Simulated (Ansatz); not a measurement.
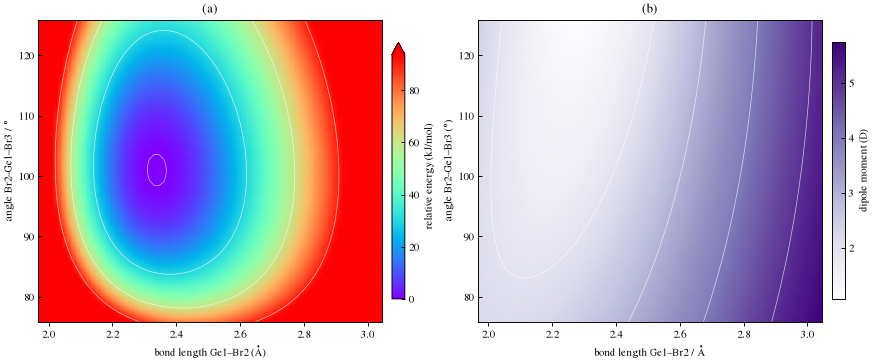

GeBr2. The first coordinate is: bond length Ge1–Br2; the second: angle Br2–Ge1–Br3. Nothing is relaxed (all other coordinates rigid). The scan uses a 9 × 9 grid. Points are written as (first, second). Energies: kJ/mol, counted from the lowest grid point. Computed with RKS PBE0-D4/def2-TZVP in Ansatz 0.2.0.

Panel (a) is the energy; panel (b) is the computed dipole moment, in D.

The picture shows a smooth colour map with a few white contour lines, one colour for all values above the top of the scale. Between grid points the surface is interpolated.

Q: How does the dipole moment vary over the map, and what is it at the lowest grid point?

A: Leaving out the highest fifth of the energies, it runs from 1.10 D at (2.236 Å, 125.9°) to 5.41 D at (3.044 Å, 94.7°). At the lowest grid point, (2.370 Å, 100.9°), it is 1.91 D.

| angle Br2–Ge1–Br3 ↓, bond length Ge1–Br2 → | 1.967 | 2.101 | 2.236 | 2.370 | 2.505 | 2.640 | 2.774 | 2.909 | 3.044 |
| --- | --- | --- | --- | --- | --- | --- | --- | --- | --- |
| 125.9 | 2.43 | 1.66 | 1.10 | 1.24 | 1.92 | 2.74 | 3.57 | 4.39 | 5.17 |
| 119.7 | 2.34 | 1.64 | 1.20 | 1.39 | 2.04 | 2.83 | 3.63 | 4.42 | 5.18 |
| 113.4 | 2.27 | 1.64 | 1.31 | 1.55 | 2.18 | 2.93 | 3.71 | 4.47 | 5.21 |
| 107.2 | 2.21 | 1.66 | 1.44 | 1.72 | 2.33 | 3.05 | 3.80 | 4.54 | 5.26 |
| 100.9 | 2.17 | 1.71 | 1.59 | 1.91 | 2.49 | 3.18 | 3.90 | 4.62 | 5.33 |
| 94.7 | 2.14 | 1.79 | 1.76 | 2.10 | 2.66 | 3.33 | 4.02 | 4.72 | 5.41 |
| 88.4 | 2.15 | 1.89 | 1.95 | 2.30 | 2.85 | 3.49 | 4.16 | 4.83 | 5.50 |
| 82.2 | 2.17 | 2.02 | 2.15 | 2.52 | 3.05 | 3.66 | 4.30 | 4.96 | 5.61 |
| 75.9 | 2.23 | 2.18 | 2.37 | 2.75 | 3.26 | 3.85 | 4.46 | 5.10 | 5.73 |
